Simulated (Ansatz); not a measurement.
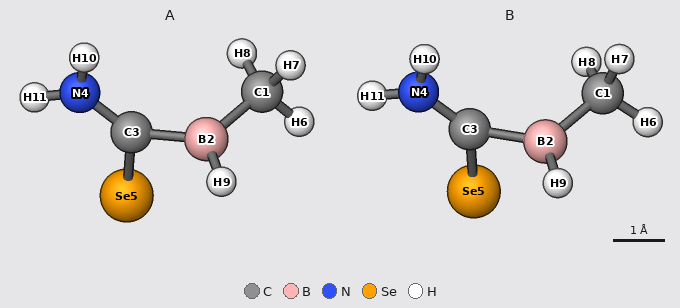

Two geometries of C₂H₆BNSe, drawn at one scale. One is the start of a relaxation, the other its converged end. The picture is a ball-and-stick view, seen at a tilt.

All numbers below come from RKS PBE0-D4/def2-TZVP (Ansatz). Set-up: force threshold 0.005 eV/Å; at most 150 steps.

**Which one is relaxed?**

Structure B is the relaxed one. The start comes from GFN2-xTB. Over 9 accepted moves (10 points after the start) the energy falls by 0.096 eV. The largest force component goes from 0.89 to 0.00097 eV/Å. The line search rejected the trial step at point 9 of the run. The largest move after the best rigid fit is that of H8, 0.28 Å. By element the largest moves are H 0.28 Å, Se 0.16 Å, B 0.14 Å, N 0.07 Å, C 0.07 Å. Near-neighbour distances that change, for instance: B2–H9 1.170 → 1.200 Å, C3–N4 1.323 → 1.308 Å, C1–H7 1.090 → 1.098 Å. Bond angles that change, for instance: B2–C3–Se5 100.7° → 89.4°, N4–C3–Se5 123.2° → 130.1°, B2–C3–N4 136.0° → 140.4°.
